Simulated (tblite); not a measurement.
# Geometry relaxation, with input and output: C$_{6}$H$_{15}$NSi$_{2}$ (part 4 of 4)

The same run, continued: C$_{6}$H$_{15}$NSi$_{2}$; GFN2-xTB geometry optimisation, gas phase (tblite 0.8.0). It belongs to a series of runs on one base structure; here: H on N replaced by iPr.

Geometry of the input (Å):
```
C  -2.2769  -0.8742  -0.6418
C  -1.9702  0.4237  0.0785
C  -3.0203  0.6916  1.1398
N  -0.6458  0.3285  0.7139
Si 0.5144  0.0313  -0.5673
C  1.6264  -1.3985  -0.3116
C  2.7920  -1.1563  0.1988
C  3.2127  0.1905  0.5628
Si 2.2949  1.4473  -0.4699
H  -2.6956  -0.6663  -1.6553
H  -1.3011  -1.3916  -0.8178
H  -2.9389  -1.5571  -0.0688
H  -2.0215  1.2348  -0.6344
H  -2.8726  1.7497  1.4404
H  -4.0446  0.6517  0.6817
H  -2.9123  -0.0054  2.0006
H  -0.6348  -0.3450  1.5057
H  -0.0767  0.0514  -1.9152
H  1.2958  -2.4227  -0.5814
H  3.5170  -2.0223  0.3876
H  4.2909  0.3196  0.2887
H  3.1189  0.4202  1.6456
H  2.8877  1.7066  -1.7468
H  1.8490  2.6124  0.2741
```

**Trajectory as extended XYZ, continued**
```
24
Properties=species:S:1:pos:R:3:forces:R:3 step=184 energy=-730.65931
C    -3.2444   -1.0108   -0.3875   -0.0030   0.0080  -0.0030
C    -2.0888   -0.0110   -0.3491    0.0100  -0.0020  -0.0080
C    -2.3203    1.0570    0.7232   -0.0050  -0.0120  -0.0040
N    -0.8470   -0.7162   -0.1416    0.0040   0.0010   0.0000
Si    0.6748   -0.1664   -0.7293   -0.0040  -0.0260  -0.0010
C     1.9530   -1.4360   -0.1774   -0.0010  -0.0070   0.0010
C     3.0901   -0.9941    0.3443    0.0020   0.0110   0.0210
C     3.4281    0.4563    0.5078    0.0150   0.0030   0.0060
Si    1.8966    1.5691    0.1918    0.0030  -0.0030   0.0170
H    -4.1765   -0.5109   -0.6373   -0.0040   0.0070   0.0030
H    -3.0444   -1.7743   -1.1346   -0.0020  -0.0030  -0.0050
H    -3.3578   -1.4963    0.5798    0.0070   0.0090   0.0140
H    -2.0105    0.4808   -1.3244   -0.0040  -0.0040  -0.0030
H    -1.5278    1.8015    0.6861    0.0040  -0.0100   0.0060
H    -3.2763    1.5511    0.5711   -0.0020   0.0100  -0.0060
H    -2.3191    0.5987    1.7106   -0.0140   0.0030   0.0000
H    -0.8647   -1.2357    0.7241    0.0130   0.0020   0.0090
H     0.4983   -0.1350   -2.1935   -0.0050   0.0070   0.0020
H     1.7952   -2.5007   -0.2748   -0.0080  -0.0010  -0.0180
H     3.8569   -1.6870    0.6820   -0.0010   0.0030  -0.0160
H     4.2231    0.6984   -0.2036    0.0000   0.0080   0.0070
H     3.8659    0.6097    1.4969   -0.0050   0.0060  -0.0050
H     2.3093    2.7139   -0.6335   -0.0020  -0.0030  -0.0040
H     1.4745    2.1580    1.4770    0.0010  -0.0080  -0.0140
24
Properties=species:S:1:pos:R:3:forces:R:3 step=191 energy=-730.66015
C    -3.2470   -1.0072   -0.3797   -0.0050   0.0100   0.0110
C    -2.0843   -0.0158   -0.3492    0.0000   0.0120   0.0130
C    -2.3108    1.0568    0.7202    0.0090   0.0080   0.0040
N    -0.8442   -0.7254   -0.1447   -0.0120   0.0040   0.0000
Si    0.6753   -0.1720   -0.7346   -0.0110  -0.0120  -0.0050
C     1.9602   -1.4383   -0.1920   -0.0050   0.0050  -0.0100
C     3.0914   -0.9930    0.3402    0.0040  -0.0100   0.0000
C     3.4192    0.4573    0.5276   -0.0110  -0.0130  -0.0030
Si    1.8900    1.5655    0.1879    0.0010  -0.0020   0.0140
H    -4.1764   -0.4990   -0.6240    0.0020  -0.0010   0.0020
H    -3.0589   -1.7734   -1.1271    0.0000  -0.0090   0.0070
H    -3.3570   -1.4864    0.5913    0.0000  -0.0090  -0.0030
H    -2.0088    0.4732   -1.3264    0.0070  -0.0070   0.0070
H    -1.5197    1.8022    0.6771    0.0130  -0.0040  -0.0080
H    -3.2678    1.5497    0.5710   -0.0050   0.0130  -0.0160
H    -2.3048    0.6081    1.7119   -0.0130  -0.0280  -0.0070
H    -0.8565   -1.2439    0.7220   -0.0100   0.0110   0.0020
H     0.4893   -0.1295   -2.1968    0.0020  -0.0020  -0.0050
H     1.8088   -2.5024   -0.3090    0.0150   0.0140   0.0010
H     3.8638   -1.6841    0.6676    0.0060  -0.0070  -0.0030
H     4.2305    0.7113   -0.1597    0.0120   0.0040  -0.0130
H     3.8330    0.5998    1.5280   -0.0070   0.0090   0.0180
H     2.3044    2.6960   -0.6547    0.0080   0.0140  -0.0010
H     1.4585    2.1702    1.4614    0.0000  -0.0010  -0.0030
24
Properties=species:S:1:pos:R:3:forces:R:3 step=197 energy=-730.66126
C    -3.2561   -1.0008   -0.3702    0.0020  -0.0190   0.0050
C    -2.0826   -0.0228   -0.3510    0.0020  -0.0050  -0.0030
C    -2.3008    1.0607    0.7080   -0.0060   0.0000  -0.0040
N    -0.8473   -0.7399   -0.1431    0.0040  -0.0040   0.0050
Si    0.6729   -0.1834   -0.7308    0.0070   0.0130   0.0180
C     1.9726   -1.4390   -0.1984   -0.0080  -0.0100   0.0020
C     3.1021   -0.9901    0.3349   -0.0050   0.0040  -0.0190
C     3.4174    0.4615    0.5312   -0.0080   0.0030  -0.0010
Si    1.8794    1.5590    0.1988   -0.0040   0.0060  -0.0330
H    -4.1801   -0.4807   -0.6083   -0.0100  -0.0020   0.0020
H    -3.0855   -1.7722   -1.1164    0.0080  -0.0060  -0.0020
H    -3.3644   -1.4774    0.6022   -0.0030  -0.0010   0.0040
H    -2.0019    0.4540   -1.3329   -0.0050   0.0180  -0.0130
H    -1.4915    1.7870    0.6708    0.0010  -0.0080   0.0200
H    -3.2443    1.5742    0.5391    0.0150   0.0050  -0.0020
H    -2.3235    0.6120    1.7001    0.0030   0.0160  -0.0130
H    -0.8619   -1.2519    0.7273   -0.0070   0.0040   0.0080
H     0.4827   -0.1376   -2.1926    0.0070  -0.0020   0.0000
H     1.8306   -2.5029   -0.3238    0.0100  -0.0100  -0.0020
H     3.8832   -1.6773    0.6511   -0.0130   0.0020  -0.0020
H     4.2286    0.7255   -0.1530    0.0040   0.0060   0.0030
H     3.8242    0.6051    1.5345    0.0110  -0.0070   0.0100
H     2.2793    2.6957   -0.6447    0.0080  -0.0020   0.0090
H     1.4553    2.1613    1.4751   -0.0130  -0.0010   0.0080
24
Properties=species:S:1:pos:R:3:forces:R:3 step=204 energy=-730.66210
C    -3.2585   -0.9981   -0.3620   -0.0020  -0.0030  -0.0030
C    -2.0809   -0.0244   -0.3554    0.0010  -0.0080   0.0010
C    -2.2889    1.0655    0.6985   -0.0070   0.0060  -0.0020
N    -0.8500   -0.7486   -0.1443    0.0160  -0.0020   0.0020
Si    0.6717   -0.1931   -0.7298    0.0010   0.0080  -0.0030
C     1.9783   -1.4438   -0.2041    0.0000   0.0020  -0.0050
C     3.1049   -0.9874    0.3287    0.0030   0.0040   0.0030
C     3.4111    0.4649    0.5347    0.0090   0.0070  -0.0030
Si    1.8668    1.5541    0.2037   -0.0030   0.0000  -0.0060
H    -4.1829   -0.4772   -0.5977   -0.0030  -0.0010   0.0000
H    -3.0942   -1.7750   -1.1041    0.0040  -0.0030   0.0060
H    -3.3621   -1.4668    0.6151   -0.0020  -0.0040  -0.0080
H    -2.0003    0.4483   -1.3400   -0.0050  -0.0080   0.0040
H    -1.4623    1.7722    0.6748    0.0080   0.0020   0.0010
H    -3.2166    1.6010    0.5143   -0.0020   0.0100   0.0030
H    -2.3361    0.6196    1.6903   -0.0050   0.0050   0.0060
H    -0.8683   -1.2514    0.7316    0.0020   0.0030  -0.0040
H     0.4858   -0.1476   -2.1922   -0.0010  -0.0010   0.0000
H     1.8503   -2.5083   -0.3381   -0.0100  -0.0050   0.0030
H     3.8894   -1.6717    0.6411    0.0100  -0.0020  -0.0020
H     4.2204    0.7388   -0.1487   -0.0030  -0.0040   0.0080
H     3.8201    0.6047    1.5386   -0.0130  -0.0070  -0.0110
H     2.2595    2.7001   -0.6296    0.0110   0.0000   0.0040
H     1.4311    2.1437    1.4825   -0.0070   0.0010   0.0050
24
Properties=species:S:1:pos:R:3:forces:R:3 step=210 energy=-730.66260
C    -3.2551   -1.0024   -0.3543   -0.0020  -0.0030   0.0090
C    -2.0799   -0.0263   -0.3536   -0.0040   0.0040  -0.0070
C    -2.2850    1.0661    0.6987    0.0040  -0.0040   0.0040
N    -0.8458   -0.7463   -0.1465   -0.0180   0.0020   0.0000
Si    0.6715   -0.1875   -0.7389   -0.0040  -0.0050  -0.0140
C     1.9771   -1.4418   -0.2199    0.0080   0.0080   0.0120
C     3.1005   -0.9887    0.3229   -0.0050  -0.0010  -0.0040
C     3.4014    0.4622    0.5474   -0.0030  -0.0010   0.0030
Si    1.8662    1.5582    0.1931    0.0190   0.0000   0.0300
H    -4.1826   -0.4828   -0.5806    0.0020  -0.0070  -0.0060
H    -3.0941   -1.7786   -1.0973    0.0010   0.0000  -0.0160
H    -3.3493   -1.4743    0.6214   -0.0100  -0.0070   0.0210
H    -2.0056    0.4439   -1.3397    0.0020   0.0030  -0.0040
H    -1.4503    1.7630    0.6789    0.0040   0.0150  -0.0020
H    -3.2061    1.6116    0.5111   -0.0010   0.0030  -0.0050
H    -2.3407    0.6214    1.6906   -0.0070   0.0000   0.0080
H    -0.8611   -1.2469    0.7305    0.0140  -0.0050   0.0020
H     0.4796   -0.1373   -2.2001   -0.0030  -0.0050  -0.0030
H     1.8471   -2.5053   -0.3616    0.0040   0.0020  -0.0010
H     3.8860   -1.6734    0.6332   -0.0050   0.0010  -0.0070
H     4.2290    0.7418   -0.1107    0.0000  -0.0020   0.0020
H     3.7831    0.5903    1.5632   -0.0030   0.0010  -0.0010
H     2.2822    2.6922   -0.6443    0.0020   0.0110   0.0010
H     1.4201    2.1606    1.4644    0.0050  -0.0080  -0.0220
24
Properties=species:S:1:pos:R:3:forces:R:3 step=217 energy=-730.66309
C    -3.2502   -1.0095   -0.3498    0.0060   0.0020  -0.0010
C    -2.0820   -0.0242   -0.3472    0.0020   0.0090   0.0040
C    -2.2942    1.0679    0.7043   -0.0020   0.0050   0.0050
N    -0.8426   -0.7352   -0.1404   -0.0020  -0.0040   0.0000
Si    0.6711   -0.1815   -0.7474    0.0020  -0.0010  -0.0050
C     1.9766   -1.4386   -0.2333    0.0000   0.0010  -0.0010
C     3.0997   -0.9911    0.3141   -0.0050  -0.0020   0.0010
C     3.3990    0.4566    0.5605    0.0030  -0.0030   0.0000
Si    1.8772    1.5609    0.1787    0.0010   0.0050   0.0030
H    -4.1819   -0.4969   -0.5743    0.0010   0.0010   0.0010
H    -3.0831   -1.7790   -1.0987    0.0010  -0.0060   0.0020
H    -3.3412   -1.4877    0.6238    0.0000   0.0030   0.0000
H    -2.0103    0.4473   -1.3329   -0.0010  -0.0030  -0.0050
H    -1.4596    1.7659    0.6916   -0.0040  -0.0060  -0.0030
H    -3.2131    1.6144    0.5081   -0.0030  -0.0010  -0.0010
H    -2.3599    0.6236    1.6960   -0.0010   0.0020   0.0010
H    -0.8483   -1.2293    0.7404   -0.0020  -0.0050   0.0030
H     0.4680   -0.1395   -2.2071   -0.0010   0.0000  -0.0010
H     1.8479   -2.5008   -0.3868    0.0050   0.0040  -0.0010
H     3.8857   -1.6794    0.6153   -0.0030   0.0020  -0.0010
H     4.2473    0.7395   -0.0692   -0.0010  -0.0010   0.0010
H     3.7507    0.5725    1.5886    0.0000  -0.0010  -0.0020
H     2.3109    2.6852   -0.6637    0.0010   0.0000   0.0030
H     1.4205    2.1787    1.4374    0.0020  -0.0010  -0.0020
```

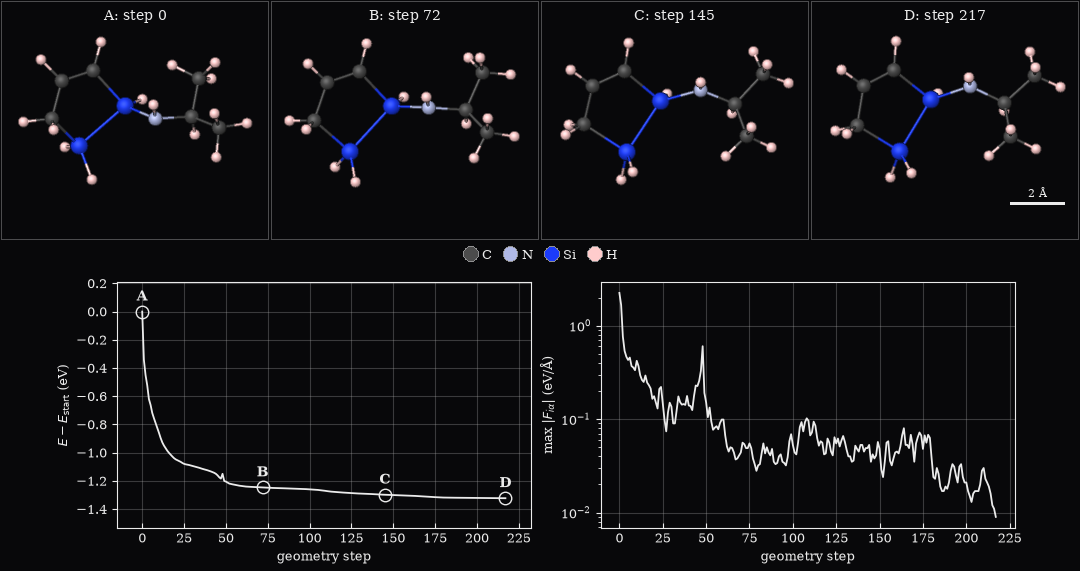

*Frames of the relaxation (ball-and-stick view, seen on its broad side) above the curves, on which the letters mark them (steps are counted from 0).*

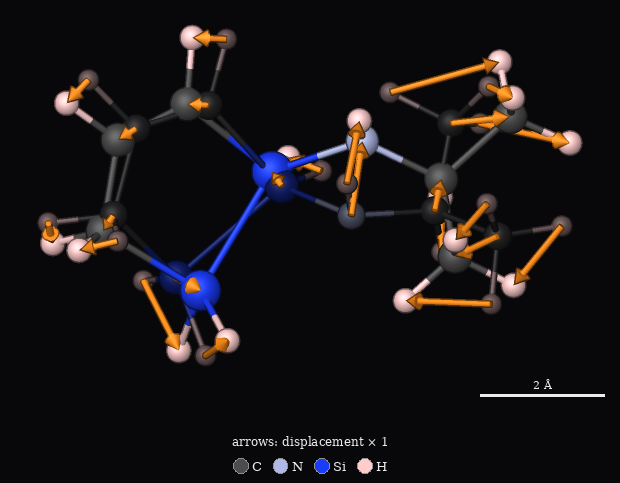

*Start (faint) and end (solid) with the displacements as orange arrows, at true length (ball-and-stick view, seen on its broad side). The two geometries are laid on each other by the best rigid fit.*

Over 217 geometry steps the energy falls by 1.323 eV. Largest force component: 2.2 eV/Å at the start, 0.009 eV/Å at the end. The largest moves after the best rigid fit, 1.85 Å, are those of H10 and H11. By element the largest moves are H 1.85 Å, N 1.38 Å, C 1.03 Å, Si 0.78 Å. Among the contacts that change: C7–H20 1.145 → 1.087 Å, Si5–C6 1.829 → 1.884 Å, C8–Si9 1.868 → 1.919 Å, C7–C8 1.457 → 1.499 Å. Among the angles that change: C2–N4–Si5 106.9° → 123.1°, Si5–Si9–H24 106.3° → 119.7°, N4–Si5–Si9 112.4° → 124.0°. (Atoms are counted from 1 in the order of the input.)

**Results in brief**

- outcome: converged
- total energy: −730.6631 eV
- wall time: 2.2 s
- peak memory: 0.18 GiB
